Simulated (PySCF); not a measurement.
Input file:

```
{"job": {"kind": "nmr", "xc": "PBE0", "basis": "pcSseg-1"}, "charge": 0, "multiplicity": 1}
C     -1.819701     0.016333    -2.197838
C     -0.984442     0.156356    -0.996389
C     -0.231896    -0.322689    -0.036503
O      0.396957    -1.292529     0.576945
Si     1.565046    -1.140137     1.750492
O      2.176925     0.352658     1.791911
C     -0.393942     1.144620    -0.052852
F      0.713213     1.908897    -0.479158
H     -1.369569     0.561536    -3.027322
H     -2.811003     0.432585    -2.017809
H     -1.914064    -1.032722    -2.468034
H      2.512600    -2.148877     1.306203
H      0.935660    -1.326629     3.047200
H      2.151299     0.955070     1.048690
H     -0.931496     1.743517     0.672897
```

Launched as:

```sh
OMP_NUM_THREADS=1 python probes_run.py task.json out
```

Geometry: GFN2-xTB.

The calculation used PBE0/pcSseg-1, SCF density, gas phase, non-relativistic (PySCF 2.14.0).

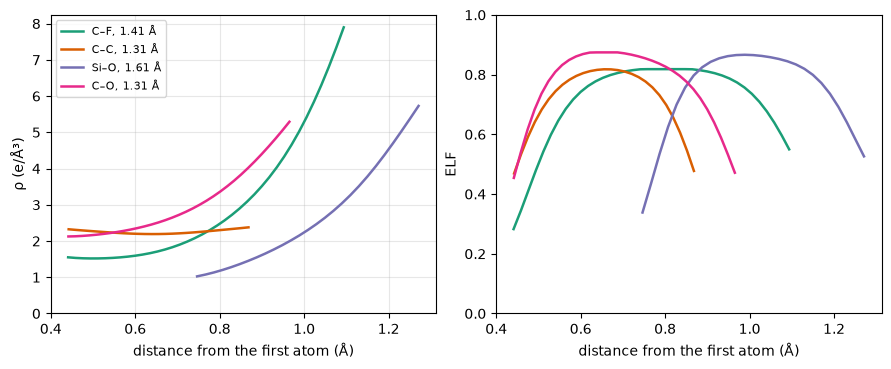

C₄H₇FO₂Si (SMILES CC1=C(O[SiH2]O)[C@H]1F). Total electron density and electron localisation function along straight lines between neighbouring atoms. The curves leave out the atomic cores.

> What kind of bonding do the profiles show?

C–F (1.41 Å): the density is about 1.9 e/Å³ at the midpoint, with its minimum of 1.5 e/Å³ about 0.5 Å from C; the ELF peaks at about 0.80 between the atoms, as expected for a polar covalent bond.
C–C (1.31 Å): the density is about 2.2 e/Å³ at the midpoint; the ELF peaks at about 0.80 between the atoms (a multiple bond).
Si–O (1.61 Å): the density is about 1.2 e/Å³ at the midpoint; the ELF peaks at about 0.85 between the atoms: a polar covalent bond.
C–O (1.31 Å): ρ at the midpoint is about 2.5 e/Å³; the ELF peaks at about 0.85 between the atoms: a polar covalent bond.
